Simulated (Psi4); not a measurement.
Process, species as SMILES: S=C=O + 4 [H][H] (H2) → C (CH4) + O (H2O) + S (H2S)
B3LYP-D3(BJ)/def2-TZVP geometries, fixed; electronic energies without zero-point terms.

Basis-set convergence of the energy of full hydrogenation at HF with Psi4. All functions are spherical. Density fitting with the program's default auxiliary sets. Psi4's default fitting sets serve the pcseg sets less well. No added dispersion term, no relativity. Functions are those of the species that has most. Reference: the value in aug-cc-pV(Q+d)Z, -71.04 kcal/mol, itself unsure by roughly 0.28 kcal/mol (its mean distance from def2-QZVPPD, def2-QZVPP, cc-pV(Q+d)Z). Deviations are taken from unrounded values.

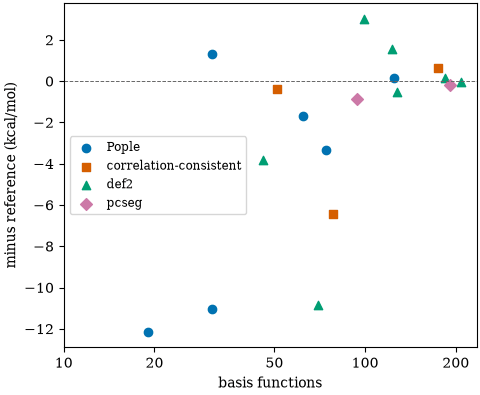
Figure. Deviation from the reference against the number of basis functions, by family of sets.

```csv
basis,functions,energy of full hydrogenation (kcal/mol),minus reference (kcal/mol)
STO-3G,19,-83.18,-12.14
3-21G,31,-69.74,1.30
6-31G,31,-82.08,-11.04
def2-SVP,46,-74.88,-3.84
cc-pV(D+d)Z,51,-71.40,-0.36
6-311G**,62,-72.73,-1.69
def2-SVPD,70,-81.87,-10.83
6-311+G**,74,-74.37,-3.33
aug-cc-pV(D+d)Z,78,-77.46,-6.42
pcseg-2,94,-71.89,-0.85
def2-TZVP,99,-68.03,3.01
def2-TZVPD,123,-69.46,1.58
"6-311++G(3df,3pd)",125,-70.86,0.18
def2-TZVPPD,128,-71.58,-0.54
cc-pV(Q+d)Z,175,-70.41,0.63
def2-QZVPP,184,-70.88,0.16
pcseg-3,192,-71.22,-0.18
def2-QZVPPD,208,-71.08,-0.04
```
